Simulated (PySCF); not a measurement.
SMILES c1ccc(Cc2nccs2)cc1 (C10H9NS) at its GFN2-xTB optimised geometry (Å):

```
21

C      2.0935    -2.2207    -4.1136
C      2.8385    -1.4983    -3.1973
C      2.4070    -1.3853    -1.8875
C      1.2291    -1.9969    -1.4810
C      0.7329    -1.8339    -0.0639
C     -0.1232    -0.6195     0.0000
N     -1.4053    -0.6195     0.0000
C     -1.9204     0.6324     0.0059
C     -1.0060     1.6345     0.0066
S      0.5878     0.9879     0.0000
C      0.4820    -2.7128    -2.4060
C      0.9141    -2.8270    -3.7155
H      2.4301    -2.3089    -5.1360
H      3.7576    -1.0202    -3.5029
H      2.9880    -0.8162    -1.1754
H      1.5773    -1.7279     0.6196
H      0.1291    -2.6934     0.2296
H     -2.9880     0.7560     0.0116
H     -1.1646     2.6934     0.0117
H     -0.4424    -3.1781    -2.0965
H      0.3276    -3.3890    -4.4274
```

Calculation: CAM-B3LYP/def2-SVP run with PySCF 2.14.0.

Map of the electrostatic potential (hartree/e), clipped to [-0.08, 0.12] on the plane z = 0.8 Å:

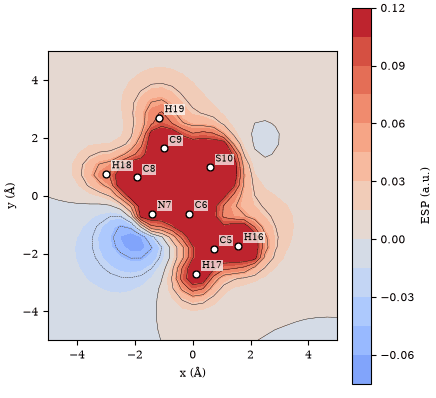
*Electrostatic potential (hartree/e), clipped to [-0.08, 0.12] on the plane z = 0.8 Å.*
